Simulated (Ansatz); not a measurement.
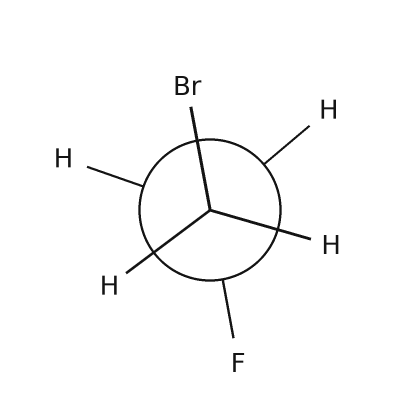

A Newman projection along the Ge–C bond, germanium in front; angles are drawn as computed, but eclipsed bonds slightly apart. Computed geometry: PBE0-D4/def2-TZVP optimisation. No frequency run is at hand to confirm it as a minimum.

**Which molecule is it?**

CH4BrFGe, F[CH2][GeH2][Br]

**What is the torsion angle from the front Br to the back F? The sign is positive where the front bond must turn clockwise to cover the back bond.**

180°, antiperiplanar (anti). The conformation about this bond is staggered.
